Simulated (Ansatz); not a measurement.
Run report: C2H10OSi2, nudged elastic band (part 2 of 2)

The same run, continued: C2H10OSi2; RKS PBE/STO-3G (Ansatz 0.2.0). It belongs to a series of runs on one base structure; here: band between the two ends.

Geometry of the input (Å):
```
Si -0.2799  -0.0330  -0.2851
Si 1.6607  -1.2163  -0.0760
O  -1.1424  -0.3582  -1.7583
H  -0.4835  -0.0264  -2.4841
C  0.1113  1.8190  -0.1385
C  -1.5054  -0.5111  1.0666
H  2.5640  -0.9691  -1.1916
H  2.3730  -0.8523  1.1413
H  1.4205  -2.6512  -0.0274
H  -0.8055  2.4272  -0.2179
H  0.8074  2.1588  -0.9242
H  0.5774  2.0445  0.8357
H  -2.4449  0.0593  0.9687
H  -1.7597  -1.5838  1.0208
H  -1.0931  -0.3073  2.0698
```

The program's output, continued
```
NEB iter  42: max|band force component| = 7.246e-2 eV/Å  barrier→ = 3.8353 eV  barrier← = 1.5152 eV  CI = image 6  Δτ_max = 0.0596 Å  (195 SCF iters)
the calculation of the forces begins
reference -19787.29772367 eV, -727.1697790328 hartree; 29, 29 occupied and 14, 14 virtual orbitals, 599 factors
601 factors; integrals over basis functions are off by at most 4.2e-5 eV
mean field -19785.80754685 eV, -727.1150160448 hartree, gradient 1.4e-5 eV, S^2 0.000000; 1 other end points of the search recorded, 0 dependent functions left out
the calculation of the forces begins
reference -19785.80757442 eV, -727.1150170578 hartree; 29, 29 occupied and 14, 14 virtual orbitals, 601 factors
NEB iter  43: max|band force component| = 2.629e-2 eV/Å  barrier→ = 3.8349 eV  barrier← = 1.5148 eV  CI = image 6  Δτ_max = 0.0000 Å  (443 SCF iters)
```

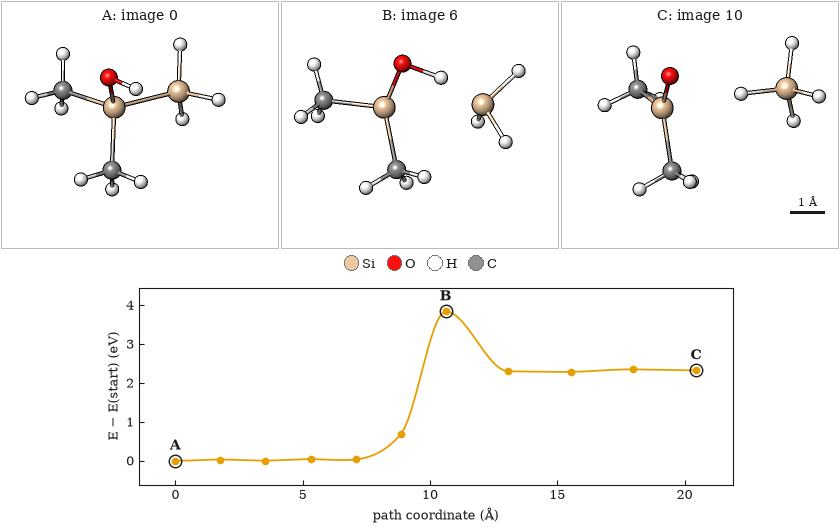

**Figure 1.** Images of the last band (counted from 0; ball-and-stick, seen on its broad side) above the energy along the path; the line is a cubic interpolation that uses the forces. The highest image is number 6, 3.835 eV above the start and 1.515 eV above the end (the climbing image); the end lies 2.320 eV above the start. The path is 20.45 Å long. The band converged in 43 iterations.

```
Total energy: -19785.80757442 eV, -727.1150170578 hartree
Atom 0 at    -0.716168    -0.117300     0.044105 Å, force    -0.000943     0.011585     0.014262 eV/Å
Atom 1 at     1.835453    -1.094356    -1.067827 Å, force    -0.005635     0.013614    -0.003011 eV/Å
Atom 2 at    -1.095054    -1.102974    -1.234595 Å, force    -0.017320    -0.018313    -0.025848 eV/Å
Atom 3 at     0.111744    -1.108187    -1.511082 Å, force     0.015421    -0.010213     0.005346 eV/Å
Atom 4 at     0.307764     1.465409     0.190094 Å, force     0.007969     0.010018     0.011122 eV/Å
Atom 5 at    -2.125765    -0.011411     1.290496 Å, force     0.007427     0.003602     0.000808 eV/Å
Atom 6 at     2.611542    -0.039528    -1.723173 Å, force    -0.001540    -0.005940     0.002553 eV/Å
Atom 7 at     2.400973    -1.099414     0.286466 Å, force     0.004912    -0.000984    -0.003243 eV/Å
Atom 8 at     2.388099    -2.331922    -1.623701 Å, force    -0.006378     0.004921     0.004650 eV/Å
Atom 9 at     0.834580     1.696418    -0.750268 Å, force     0.003369    -0.001654    -0.003535 eV/Å
Atom 10 at     1.065536     1.372788     0.987865 Å, force    -0.000001     0.000337    -0.004186 eV/Å
Atom 11 at    -0.357660     2.309249     0.449500 Å, force    -0.003512    -0.004208    -0.000630 eV/Å
Atom 12 at    -2.769605    -0.905344     1.255304 Å, force    -0.000225     0.003337    -0.002306 eV/Å
Atom 13 at    -1.736005     0.092241     2.318001 Å, force    -0.006260    -0.003873     0.000643 eV/Å
Atom 14 at    -2.755531     0.874334     1.088713 Å, force     0.002716    -0.002227     0.003376 eV/Å
Dipole moment:    -0.554119     0.443306     0.423778 e Å
this run last wrote the band of iteration 43 to [file]
```

The last band as extended XYZ (Å, eV, eV/Å)
```
15
Properties=species:S:1:pos:R:3:forces:R:3 image=0 energy=-19789.64246
Si   -0.2799   -0.0330   -0.2851    0.0041   0.0048   0.0011
Si    1.6607   -1.2163   -0.0760   -0.0009  -0.0012   0.0040
O    -1.1424   -0.3582   -1.7583   -0.0107  -0.0039  -0.0004
H    -0.4835   -0.0264   -2.4841    0.0052   0.0027  -0.0027
C     0.1113    1.8190   -0.1385   -0.0022  -0.0042   0.0004
C    -1.5054   -0.5111    1.0666   -0.0070  -0.0061   0.0159
H     2.5640   -0.9691   -1.1916   -0.0021   0.0021  -0.0013
H     2.3730   -0.8523    1.1413    0.0008  -0.0012   0.0008
H     1.4205   -2.6512   -0.0274    0.0019  -0.0011   0.0006
H    -0.8055    2.4272   -0.2179    0.0003   0.0014   0.0000
H     0.8074    2.1588   -0.9242    0.0006   0.0003  -0.0001
H     0.5774    2.0445    0.8357   -0.0003   0.0000  -0.0008
H    -2.4449    0.0593    0.9687    0.0171  -0.0096   0.0019
H    -1.7597   -1.5838    1.0208    0.0036   0.0215   0.0008
H    -1.0931   -0.3073    2.0698   -0.0104  -0.0055  -0.0202
15
Properties=species:S:1:pos:R:3:forces:R:3 image=1 energy=-19789.61357
Si   -0.2812   -0.0113   -0.2699   -0.0008  -0.0006  -0.0001
Si    1.6172   -1.2741   -0.1558    0.0003   0.0006   0.0002
O    -1.1859   -0.2425   -1.7352   -0.0001   0.0003  -0.0001
H    -0.5322    0.0927   -2.4643    0.0002   0.0004   0.0001
C     0.1934    1.8161   -0.0683    0.0004   0.0001   0.0000
C    -1.5189   -0.4954    1.0752   -0.0002   0.0001   0.0000
H     2.5328   -0.9687   -1.2467   -0.0003  -0.0007  -0.0005
H     2.3358   -1.0338    1.0883    0.0006   0.0002  -0.0006
H     1.3289   -2.6995   -0.2221   -0.0006   0.0000   0.0006
H    -0.6972    2.4657   -0.1121    0.0001  -0.0001   0.0004
H     0.8922    2.1523   -0.8532    0.0001   0.0001   0.0003
H     0.6830    1.9874    0.9055    0.0002  -0.0003   0.0003
H    -2.4568   -0.8486    0.6136    0.0003  -0.0014  -0.0006
H    -1.1431   -1.3033    1.7242    0.0009   0.0005   0.0008
H    -1.7681    0.3631    1.7207   -0.0010   0.0008  -0.0008
15
Properties=species:S:1:pos:R:3:forces:R:3 image=2 energy=-19789.64181
Si   -0.2899    0.0116   -0.2768   -0.0016   0.0001   0.0021
Si    1.5529   -1.3342   -0.2294   -0.0004   0.0007   0.0008
O    -1.2209   -0.1250   -1.7381    0.0007  -0.0005  -0.0009
H    -0.5600    0.2130   -2.4594    0.0005   0.0000  -0.0004
C     0.2555    1.8092   -0.0025    0.0007   0.0019  -0.0003
C    -1.5089   -0.4742    1.0780   -0.0013  -0.0006  -0.0003
H     2.5081   -0.9714   -1.2674   -0.0002  -0.0016  -0.0005
H     2.2474   -1.2359    1.0472    0.0011   0.0015  -0.0005
H     1.2103   -2.7346   -0.4313    0.0006   0.0000   0.0022
H    -0.6045    2.4985   -0.0489   -0.0031  -0.0006   0.0024
H     0.9899    2.1395   -0.7565   -0.0010   0.0002  -0.0029
H     0.7241    1.9284    0.9892    0.0031  -0.0021   0.0014
H    -1.8311   -1.5239    0.9758   -0.0012   0.0009  -0.0024
H    -1.0604   -0.3579    2.0789    0.0012  -0.0017  -0.0008
H    -2.4125    0.1571    1.0411    0.0009   0.0018   0.0002
15
Properties=species:S:1:pos:R:3:forces:R:3 image=3 energy=-19789.60361
Si   -0.2954    0.0165   -0.2586   -0.0004  -0.0038  -0.0010
Si    1.5555   -1.3181   -0.3210   -0.0007   0.0001  -0.0023
O    -1.2850   -0.0978   -1.6830    0.0009  -0.0011   0.0007
H    -0.6576    0.2624   -2.4233    0.0001  -0.0006   0.0008
C     0.2357    1.8232    0.0289    0.0065   0.0171   0.0044
C    -1.4548   -0.5238    1.1278   -0.0048   0.0064  -0.0032
H     2.4019   -1.0058   -1.4646    0.0012  -0.0008  -0.0005
H     2.3700   -1.1464    0.8744   -0.0004   0.0010  -0.0004
H     1.2096   -2.7291   -0.4136    0.0009   0.0003  -0.0007
H    -0.0530    2.4641   -0.8221   -0.0002  -0.0040  -0.0033
H     1.3258    1.9236    0.1623   -0.0014  -0.0060   0.0021
H    -0.2489    2.2378    0.9286   -0.0043  -0.0032  -0.0020
H    -1.7772   -1.5708    1.0013   -0.0011  -0.0015   0.0004
H    -0.9656   -0.4403    2.1128    0.0018  -0.0018   0.0019
H    -2.3611    0.1046    1.1500    0.0018  -0.0019   0.0031
15
Properties=species:S:1:pos:R:3:forces:R:3 image=4 energy=-19789.61139
Si   -0.3249   -0.0303   -0.2189   -0.0019   0.0200  -0.0209
Si    1.6065   -1.2306   -0.4172   -0.0051  -0.0088   0.0168
O    -1.3620   -0.2281   -1.5996   -0.0010   0.0233  -0.0010
H    -0.7153   -0.0840   -2.3942   -0.0151   0.0481  -0.0158
C     0.1967    1.7791    0.0255   -0.0072   0.0075  -0.0093
C    -1.4523   -0.4890    1.2232    0.0220  -0.0094   0.0002
H     2.4918   -0.5446   -1.3496    0.0101  -0.0287   0.0109
H     2.3272   -1.3562    0.8415   -0.0170  -0.0090   0.0214
H     1.3961   -2.5701   -0.9467   -0.0221  -0.0162   0.0289
H     0.7578    2.1705   -0.8394   -0.0002   0.0096  -0.0151
H     0.8513    1.8696    0.9096   -0.0103   0.0150  -0.0019
H    -0.6738    2.4356    0.1881   -0.0187   0.0106  -0.0132
H    -1.8526   -1.5121    1.1323    0.0310  -0.0202  -0.0051
H    -0.9335   -0.4113    2.1931    0.0244  -0.0160  -0.0056
H    -2.3131    0.2015    1.2523    0.0111  -0.0260   0.0097
15
Properties=species:S:1:pos:R:3:forces:R:3 image=5 energy=-19788.96859
Si   -0.3639   -0.1838   -0.0781    0.1577  -0.0282  -0.0652
Si    1.7256   -1.0836   -0.5619   -0.0391  -0.0399   0.2643
O    -1.2409   -0.6259   -1.5100   -0.0533   0.2274  -0.1140
H    -0.4496   -0.9058   -2.1150   -0.2823   0.0774  -0.2876
C     0.2517    1.5999    0.1266   -0.0210   0.0952  -0.0449
C    -1.7453   -0.2804    1.2486    0.2012  -0.0982  -0.0398
H     2.3417   -0.0847   -1.4393   -0.1367  -0.0592   0.1633
H     2.6231   -1.2282    0.5668    0.1061  -0.0701   0.1778
H     1.8050   -2.3161   -1.3446   -0.2854  -0.0206   0.1991
H     0.7759    1.9612   -0.7718   -0.0160   0.1016  -0.0393
H     0.9924    1.5908    0.9477   -0.0410   0.1114  -0.0311
H    -0.5292    2.3266    0.3977   -0.0874   0.0209  -0.0608
H    -2.3744   -1.1854    1.1926    0.1837  -0.1022  -0.0368
H    -1.3937   -0.1651    2.2880    0.1448  -0.0889  -0.0366
H    -2.4185    0.5803    1.0527    0.1686  -0.1266  -0.0484
15
Properties=species:S:1:pos:R:3:forces:R:3 image=6 energy=-19785.80755
Si   -0.7162   -0.1173    0.0441   -0.0009   0.0116   0.0143
Si    1.8355   -1.0944   -1.0678   -0.0056   0.0136  -0.0030
O    -1.0951   -1.1030   -1.2346   -0.0173  -0.0183  -0.0258
H     0.1117   -1.1082   -1.5111    0.0154  -0.0102   0.0053
C     0.3078    1.4654    0.1901    0.0080   0.0100   0.0111
C    -2.1258   -0.0114    1.2905    0.0074   0.0036   0.0008
H     2.6115   -0.0395   -1.7232   -0.0015  -0.0059   0.0026
H     2.4010   -1.0994    0.2865    0.0049  -0.0010  -0.0032
H     2.3881   -2.3319   -1.6237   -0.0064   0.0049   0.0046
H     0.8346    1.6964   -0.7503    0.0034  -0.0017  -0.0035
H     1.0655    1.3728    0.9879    0.0000   0.0003  -0.0042
H    -0.3577    2.3092    0.4495   -0.0035  -0.0042  -0.0006
H    -2.7696   -0.9053    1.2553   -0.0002   0.0033  -0.0023
H    -1.7360    0.0922    2.3180   -0.0063  -0.0039   0.0006
H    -2.7555    0.8743    1.0887    0.0027  -0.0022   0.0034
15
Properties=species:S:1:pos:R:3:forces:R:3 image=7 energy=-19787.34657
Si   -1.1089    0.0554    0.2035    0.0144   0.0254  -0.0081
Si    2.4569   -1.4190   -1.3848    0.0044  -0.0025  -0.0035
O    -0.8480   -1.2064   -0.7115   -0.0067  -0.0129   0.0143
H     0.9979   -1.3251   -1.1710    0.0045  -0.0013   0.0041
C     0.0932    1.5081    0.3765    0.0069   0.0166   0.0159
C    -2.6465    0.2842    1.2807   -0.0048  -0.0126  -0.0024
H     2.8987   -0.4589   -2.3838    0.0019  -0.0029  -0.0061
H     3.1630   -1.1300   -0.1460    0.0109  -0.0034  -0.0068
H     2.8428   -2.7494   -1.8253    0.0026  -0.0038  -0.0063
H     0.4000    1.8922   -0.6114   -0.0017  -0.0017  -0.0081
H     1.0119    1.2032    0.9078   -0.0008  -0.0089   0.0033
H    -0.3647    2.3378    0.9404   -0.0183  -0.0027   0.0031
H    -3.2971   -0.6051    1.2416   -0.0056   0.0053   0.0007
H    -2.3619    0.4568    2.3334   -0.0065   0.0007   0.0022
H    -3.2375    1.1561    0.9499   -0.0012   0.0045  -0.0023
15
Properties=species:S:1:pos:R:3:forces:R:3 image=8 energy=-19787.36120
Si   -1.0840    0.1839    0.1839    0.0040   0.0015   0.0072
Si    2.6281   -1.6871   -1.2646    0.0113  -0.0029  -0.0037
O    -0.6395   -1.0906   -0.6359    0.0021  -0.0084   0.0014
H     1.2098   -1.3642   -1.0155   -0.0124   0.0022   0.0007
C    -0.0552    1.7590    0.3865   -0.0019  -0.0034   0.0012
C    -2.7215    0.3084    1.1235    0.0037   0.0010  -0.0022
H     3.0716   -1.1338   -2.5341   -0.0001   0.0021  -0.0025
H     3.4708   -1.1341   -0.2155   -0.0008   0.0024  -0.0005
H     2.8346   -3.1258   -1.2971    0.0024  -0.0003  -0.0020
H    -0.6435    2.6509    0.1087    0.0018  -0.0008  -0.0022
H     0.8477    1.7316   -0.2455    0.0023  -0.0017   0.0026
H     0.2663    1.8881    1.4351   -0.0010   0.0006   0.0009
H    -3.3587   -0.5713    0.9345   -0.0016   0.0031   0.0006
H    -2.5447    0.3739    2.2115   -0.0049   0.0038   0.0006
H    -3.2819    1.2112    0.8244   -0.0050   0.0007  -0.0020
15
Properties=species:S:1:pos:R:3:forces:R:3 image=9 energy=-19787.29769
Si   -1.2769    0.4156   -0.3366   -0.0012  -0.0006  -0.0024
Si    2.5463   -1.6921   -0.7896   -0.0014   0.0002   0.0013
O    -1.3203   -0.3566   -1.7094   -0.0004   0.0026  -0.0014
H     1.2262   -1.1682   -0.4725   -0.0006   0.0009   0.0002
C    -0.1038    1.8473    0.0699   -0.0002   0.0008  -0.0011
C    -2.4310    0.0756    1.1276    0.0023  -0.0005   0.0000
H     2.9922   -1.1449   -2.0592    0.0000  -0.0006   0.0016
H     3.4787   -1.3081    0.2568   -0.0016  -0.0005   0.0018
H     2.4859   -3.1410   -0.8749   -0.0023   0.0001   0.0012
H    -0.6650    2.7854    0.2266   -0.0003   0.0003   0.0009
H     0.6206    2.0163   -0.7439   -0.0011   0.0019  -0.0012
H     0.4621    1.6429    0.9955    0.0008   0.0000  -0.0017
H    -3.1040   -0.7726    0.9200    0.0020  -0.0008  -0.0003
H    -1.8559   -0.1589    2.0403    0.0024  -0.0022  -0.0007
H    -3.0551    0.9592    1.3493    0.0016  -0.0017   0.0019
15
Properties=species:S:1:pos:R:3:forces:R:3 image=10 energy=-19787.32237
Si   -1.1718    0.5515   -0.5562    0.0135  -0.0231  -0.0270
Si    2.0972   -1.6748   -0.4659   -0.0069   0.0053   0.0004
O    -1.5078    0.0941   -2.0279   -0.0015   0.0118   0.0224
H     0.8687   -0.8864   -0.5630    0.0072  -0.0051   0.0004
C    -0.1511    2.0847   -0.1069   -0.0056   0.0079   0.0011
C    -1.8465   -0.2730    1.0121   -0.0167  -0.0052   0.0225
H     2.9256   -1.4164   -1.6309    0.0006  -0.0009   0.0012
H     2.8114   -1.2892    0.7395    0.0004  -0.0016  -0.0015
H     1.7567   -3.0857   -0.4028    0.0004   0.0004  -0.0002
H    -0.7928    2.8711    0.3282    0.0022   0.0016   0.0011
H     0.3482    2.5082   -0.9941   -0.0023  -0.0004   0.0014
H     0.6245    1.8405    0.6395   -0.0018  -0.0027  -0.0009
H    -2.4107   -1.1903    0.7712    0.0181   0.0300   0.0129
H    -1.0279   -0.5452    1.7021   -0.0281   0.0099  -0.0213
H    -2.5238    0.4109    1.5551    0.0206  -0.0279  -0.0124
```
